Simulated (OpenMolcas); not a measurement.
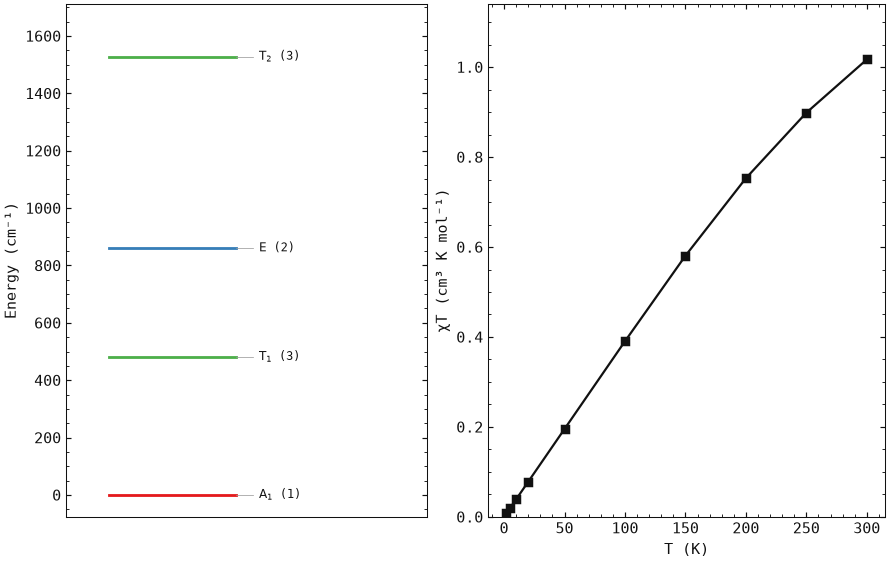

Levels of a 4f ion of charge +3 as a dopant in SrO, a cluster with its 6 nearest O²⁻ at 2.282 Å (octahedron) embedded in model potentials and point charges; the geometry was set, not optimised. Labels give the representation in O, Td, D4 or D3 as the site allows (double group for half-integer spin) where it could be assigned and, in brackets, the degeneracy; spin-free states, where drawn, share the zero of the spin-orbit levels. The calculation used state-averaged CASSCF, the open shell active, basis ANO-RCC-VDZP on all atoms, DKH2 scalar Hamiltonian, spin-orbit coupling by RASSI with atomic mean-field integrals (OpenMolcas). Powder susceptibility by Van Vleck's formula.

**Which ion is the dopant?**

Pr³⁺ (4f²). The ground level is A₁, non-degenerate, 98 % from states of spin multiplicity 3, effective J = 4.02, with |mJ| = 0 the largest share (58 %). The next level lies at 481 cm⁻¹ (T₁). The lowest J multiplet spreads over 1,530 cm⁻¹. χT is 0.00781 cm³ K mol⁻¹ at 2 K and 1.02 at 300 K, an effective moment of 2.85 μB. The active orbitals hold 98 to 100 % metal character (Löwdin), and the Mulliken charge of the metal is +2.41.

Note: the geometry is set by hand, with no relaxation and no charge compensation.
